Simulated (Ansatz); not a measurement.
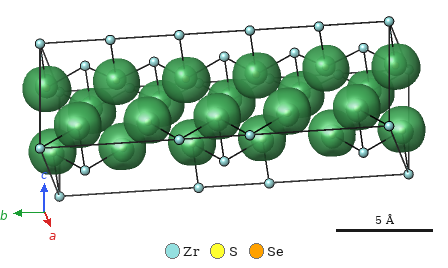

*Zr5Se8S2. Isosurface of the electron localisation function at 0.7 (green), seen at an oblique angle. Only the valence region is drawn (cores and ρ < 0.01 e/Å³ removed). Sticks mark near contacts.*

Space group Cm; a generated structure, not necessarily the stable one.

These are results of Ansatz, DFT PBE+D3(BJ), scalar-relativistic, plane waves, PAW, not measurements.

> Identify the bonds, lone pairs and shells in this picture.

At this value the surface marks out four regions wrapped around S (the valence shell of each) and 16 regions wrapped around Se (the valence shell of each), counted in one cell of 30 atoms. Regions shared between cells count once. Profiles from the grid: Zr–S (2.55 Å): the ELF peaks at about 0.85 in the valence shell of S, 0.8 Å from its nucleus, and is about 0.40 at the midpoint. Zr–Se (2.67 Å): the ELF is about 0.45 at the midpoint.
